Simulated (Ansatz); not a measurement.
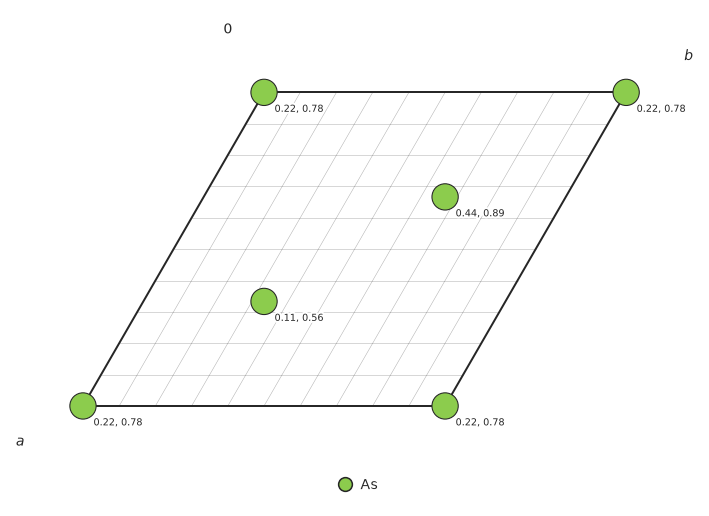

Plan of a unit cell projected along c (a down the page, b across); the numbers are heights as fractions of c, and atoms on the cell's edges are repeated. The grid marks tenths of a and b. Source: the end point of a relaxation at fixed volume with DFT r2SCAN, scalar-relativistic, plane waves, PAW in Ansatz 0.2.0. All values are computed from the atomic coordinates in the standard setting (tolerance 0.002 Å).

a = 3.706 Å, b = 3.706 Å, c = 11.674 Å, α = 90.00°, β = 90.00°, γ = 120.00°.

What does the cell contain?

6 As: As, Z = 6.

Which space group?

R-3m, No. 166, hexagonal axes, rhombohedral (trigonal, hexagonal axes).

Give the independent sites, coordinates to two places.

```csv
atom,site,symmetry,x,y,z
As,6c,3m,0.33,0.67,0.89
```
